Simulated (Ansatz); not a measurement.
A series of calculations on C3H11Al

## 1. Relaxation

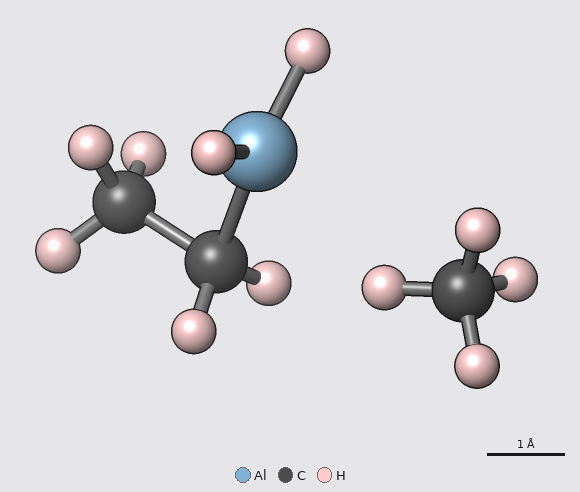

Starting structure of C3H11Al. The picture is a ball-and-stick view, seen from a free direction.

The run prepares an end point of a later path (reaction) calculation, from a guessed geometry.

Theory: RKS LDA/def2-SVP (Ansatz 0.2.0).

Input
```yaml
crystal:
  periodic: [false, false, false]
  atoms:
    - { symbol: Al, position_ang: [-0.883671, 0.54805, -0.731271] }
    - { symbol: C, position_ang: [0.266111, -0.980186, -0.310283] }
    - { symbol: C, position_ang: [0.249318, -1.478476, -1.757338] }
    - { symbol: H, position_ang: [-2.469487, 0.365916, -0.585078] }
    - { symbol: H, position_ang: [-0.264111, 1.78469, -1.542286] }
    - { symbol: H, position_ang: [0.263473, 0.600658, 1.466467] }
    - { symbol: C, position_ang: [0.267652, 1.412358, 2.202281] }
    - { symbol: H, position_ang: [-0.225538, -1.693501, 0.384966] }
    - { symbol: H, position_ang: [1.292583, -0.781478, 0.049728] }
    - { symbol: H, position_ang: [0.31998, -2.58725, -1.857655] }
    - { symbol: H, position_ang: [-0.699938, -1.223614, -2.319636] }
    - { symbol: H, position_ang: [1.069574, -1.032776, -2.361115] }
    - { symbol: H, position_ang: [1.276648, 1.876029, 2.219703] }
    - { symbol: H, position_ang: [-0.483886, 2.19097, 1.940916] }
    - { symbol: H, position_ang: [0.021192, 0.998612, 3.200803] }
basis:
  gaussian: { orbitals: def2-SVP }
hamiltonian:
  xc: lda
relax:
  f_tol: 0.03
  max_steps: 50
```

Command:
```bash
ansatz run input.yaml --threads 2 --pin off --max-ram 3072MiB --backend cpu --events-out ev --progress --plain --runs-dir out
```

Q: Predict the outcome.

A: The largest move after the best rigid fit is that of H5, 0.90 Å. Largest moves by element: H 0.90 Å, Al 0.56 Å, C 0.24 Å. Among the contacts that change: Al1–H14 3.162 → 2.163 Å, Al1–C7 3.268 → 2.574 Å, Al1–H6 2.480 → 2.250 Å, H6–C7 1.096 → 1.115 Å. Among the angles between lasting bonds that change: Al1–C2–C3 92.5° → 111.4°, Al1–C2–H9 118.3° → 109.9°, H6–C7–H14 111.0° → 114.5°. Groups turn about C2–C3 by about 25°. The energy falls by 6.04 kcal/mol in 16 accepted moves (17 points after the start). The largest force component goes from 0.59 to 0.023 eV/Å. The line search rejected the trial step at point 7 of the run. Cost: 45 s on 2 threads of Intel(R) Xeon(R) Platinum 8175M CPU @ 2.50GHz (Skylake/Cascade Lake) (shared host), peak memory 0.16 GiB.

Step by step:

```csv
step,"E − E(0), kcal/mol","largest force component, eV/Å",note
0,0.00,0.5854,
1,-0.84,0.2001,
2,-1.93,0.2715,
3,-3.27,0.2848,
4,-4.48,0.2968,
5,-4.54,0.4762,
6,-5.27,0.3861,
7,-4.79,0.7107,rejected
8,-5.78,0.0686,
9,-5.84,0.1667,
10,-5.92,0.0580,
11,-5.97,0.0437,
12,-5.98,0.1230,
13,-6.00,0.0680,
14,-6.02,0.0106,
15,-6.03,0.0302,
16,-6.04,0.0441,
17,-6.04,0.0234,
```

Final geometry:

```xyz
15

Al   -0.5025    0.7843   -0.3888
C     0.2972   -1.0081   -0.4502
C     0.1186   -1.6492   -1.8207
H    -2.0991    0.9217   -0.2176
H     0.3141    2.0633   -0.9177
H     0.7390    0.6728    1.4846
C     0.0969    1.3961    2.0387
H    -0.1677   -1.6466    0.3371
H     1.3816   -0.9484   -0.1935
H     0.5496   -2.6746   -1.8801
H    -0.9550   -1.7443   -2.1013
H     0.6068   -1.0574   -2.6279
H     0.6193    2.3691    2.1062
H    -0.9152    1.5573    1.5884
H    -0.0838    0.9639    3.0430
```

The end point in the same view:

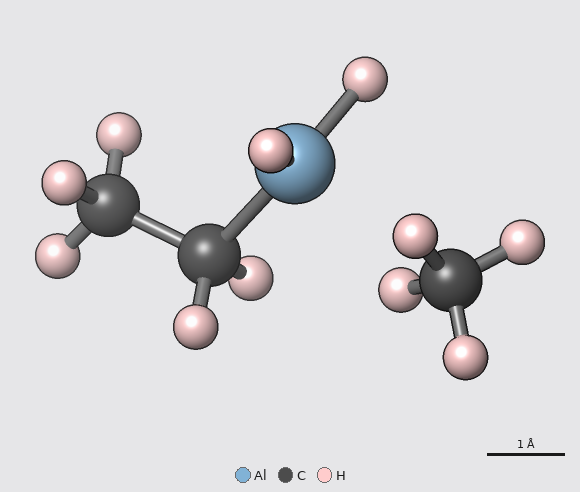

Limits of the set-up: the start holds two separate molecules, 2.2 Å apart at their closest, whose relative position is a soft coordinate and is computed without a dispersion correction.

## 2. Relaxation

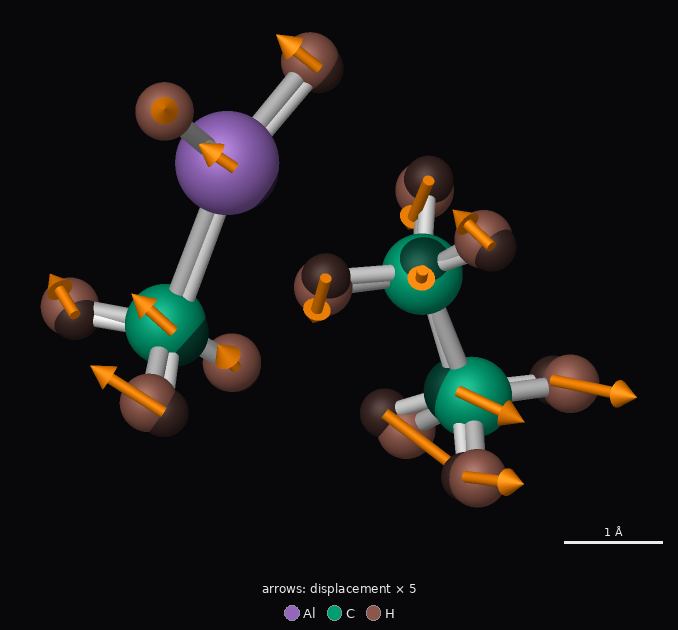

This is a relaxation of C$_{3}$H$_{11}$Al. The starting structure is drawn faded, the final one solid; orange arrows show the displacements, 5 times their true length. The two geometries are superimposed by the best rigid fit.

A ball-and-stick model, seen at a tilt.

The run prepares an end point of a later path (reaction) calculation, from a guessed geometry.

Level of theory: RKS LDA/def2-SVP in Ansatz.

Input
```yaml
crystal:
  periodic: [false, false, false]
  atoms:
    - { symbol: Al, position_ang: [-0.960076, 1.219229, -0.46672] }
    - { symbol: C, position_ang: [0.640338, -1.549486, 0.249959] }
    - { symbol: C, position_ang: [0.239931, -0.925115, -1.060074] }
    - { symbol: H, position_ang: [-2.46062, 0.632081, -0.489856] }
    - { symbol: H, position_ang: [-0.447415, 2.027007, -1.759204] }
    - { symbol: H, position_ang: [0.494344, -0.851928, 1.076196] }
    - { symbol: C, position_ang: [-0.041185, 1.452887, 1.253326] }
    - { symbol: H, position_ang: [0.05042, -2.465505, 0.462748] }
    - { symbol: H, position_ang: [1.711486, -1.841488, 0.241493] }
    - { symbol: H, position_ang: [0.426182, -1.572324, -1.944412] }
    - { symbol: H, position_ang: [-0.872866, -0.759922, -1.118557] }
    - { symbol: H, position_ang: [0.802043, 0.014852, -1.281122] }
    - { symbol: H, position_ang: [1.063899, 1.35328, 1.179342] }
    - { symbol: H, position_ang: [-0.238547, 2.492559, 1.60463] }
    - { symbol: H, position_ang: [-0.408033, 0.773872, 2.052451] }
basis:
  gaussian: { orbitals: def2-SVP }
hamiltonian:
  xc: lda
relax:
  f_tol: 0.03
  max_steps: 50
output:
  orbitals: {}
```

Run as
```bash
ansatz run input.yaml --threads 2 --pin off --max-ram 3072MiB --backend cpu --events-out ev --progress --plain --runs-dir out
```

**Which element moves most?**

Hydrogen: up to 0.28 Å, against 0.16 Å for carbon.

**Describe the change and its energy.**

After 5 geometry steps the energy has fallen by 0.046 eV. The largest force component goes from 0.59 to 0.014 eV/Å. The atom that moves furthest after the best rigid fit is H6 (0.28 Å). By element the largest moves are H 0.28 Å, C 0.16 Å, Al 0.10 Å. Near-neighbour distances that change, for instance: Al1–C3 2.528 → 2.577 Å, C2–H6 1.091 → 1.111 Å, Al1–C7 1.964 → 1.951 Å. Cost: 17 s on 2 threads of Intel(R) Xeon(R) Platinum 8175M CPU @ 2.50GHz (Skylake/Cascade Lake), on a shared host, peak memory 0.16 GiB.

## 3. Path

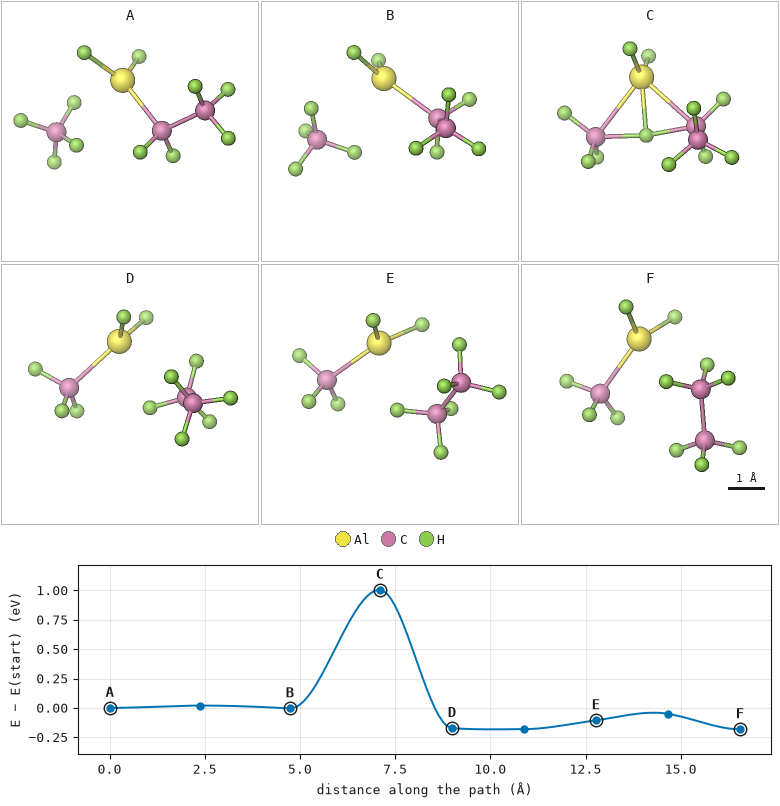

NEB run on C$_{3}$H$_{11}$Al. Images are numbered from 0 (start) to 8 (end). Frames A to F are images 0, 2, 3, 4, 6, 8. The picture is a ball-and-stick view, seen at a tilt.

Method: RKS LDA/def2-SVP in Ansatz 0.2.0. Settings: 7 movable images; climbing image; force threshold 0.05 eV/Å; iteration limit 60; starting path through a guess of the saddle point.

Describe the mechanism and the energy profile.

Forward barrier 1.00 eV, backward barrier 1.19 eV, with image 3 at the top; the reaction energy is −0.18 eV. The path has more than one stage, and so few images may leave a stage unresolved. Breaking: Al–C (1.96 → 3.51 Å), C–H (1.11 → 2.74 Å). Forming: Al–C (2.57 → 1.95 Å), C–H (2.60 → 1.11 Å). The band converged in 35 iterations. The largest component of the band force went from 7.5 to 0.041 eV/Å. The climbing image converged on the top of the path. Its vibrational analysis gives one imaginary mode (1194i cm⁻¹), as a transition state must have.

The run took 9 min on 2 threads of Intel(R) Xeon(R) Platinum 8175M CPU @ 2.50GHz (Skylake/Cascade Lake), with other jobs on the host, peak memory 0.17 GiB.
